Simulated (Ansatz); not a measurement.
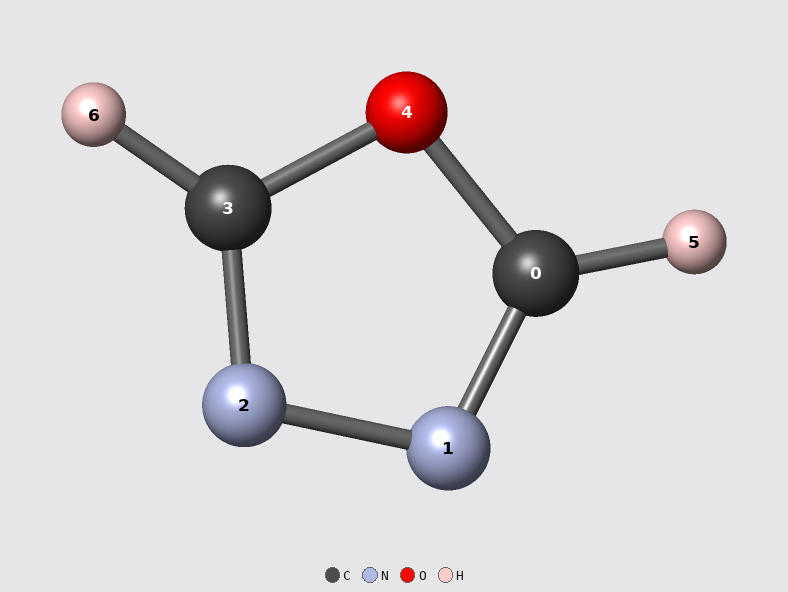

Starting geometry of the run. Atoms are numbered from 0, in the order of the input.

Ansatz 0.2.0 input:

```yaml
crystal:
  periodic: [false, false, false]
  atoms:
    - {symbol: C, position_ang: [-0.220075, 0.735777, 0.717496]}
    - {symbol: N, position_ang: [-1.096728, 0.696670, -0.216746]}
    - {symbol: N, position_ang: [-0.686383, -0.305269, -1.082046]}
    - {symbol: C, position_ang: [0.398735, -0.775004, -0.587349]}
    - {symbol: O, position_ang: [0.766435, -0.168247, 0.558276]}
    - {symbol: H, position_ang: [-0.185007, 1.382727, 1.578831]}
    - {symbol: H, position_ang: [1.023023, -1.566644, -0.968462]}
basis:
  gaussian: {orbitals: def2-TZVPP}
total_charge: 1
magnetization: {spin_polarized: true, initial_magnetization: 1}
hamiltonian: {xc: {name: B2PLYP}}
```

It was started with:

```sh
ansatz run in.yaml --threads 2 --pin off --events-out ev --progress --plain --max-ram 32768MiB --backend cpu
```

Result:

```
Functional definition: B2PLYP
  name "B2PLYP"
  cite "Grimme, J. Chem. Phys. 124, 034108 (2006) doi:10.1063/1.2148954"
  cite "Becke, Phys. Rev. A 38, 3098 (1988) doi:10.1103/PhysRevA.38.3098"
  cite "Lee, Yang & Parr, Phys. Rev. B 37, 785 (1988) doi:10.1103/PhysRevB.37.785"
  parameter a = 0.53
  parameter c = 0.27
  exchange = (1 - a)*b88_x + a*exact_x
  correlation = (1 - c)*lyp_c + c*(mp2_os + mp2_ss)
1157 factors; integrals over basis functions are off by at most 7.1e-4 eV
mean field evaluation 1: about -7105.8304 eV, gradient 3.6e1 eV
mean field evaluation 2: about -7106.0733 eV, gradient 3.6e1 eV
mean field evaluation 4: about -7110.6333 eV, gradient 4.1e0 eV
mean field evaluation 8: about -7110.7131 eV, gradient 8.2e-1 eV
mean field evaluation 16: about -7110.7181 eV, gradient 6.7e-4 eV
mean field evaluation 32: about -7110.7181 eV, gradient 4.3e-5 eV
mean field evaluation 64: about -7110.7131 eV, gradient 3.1e-1 eV
mean field -7110.71810738 eV, -261.3140706282 hartree, gradient 8.7e-7 eV, S^2 0.761076; 6 other end points of the search recorded, 0 dependent functions left out
5 core orbitals not correlated: weight in the atoms' cores, before any rotation towards them, 1.000 or more for the frozen orbitals, at most 0.000 for the correlated occupied ones
reference -7110.71823786 eV, -261.3140754233 hartree; 13, 12 occupied and 165, 166 virtual orbitals, 1157 factors
second order -29.30339436 eV of doubles, -0.00000000 eV of singles
Total energy: -7118.63015433 eV, -261.6048329909 hartree
```
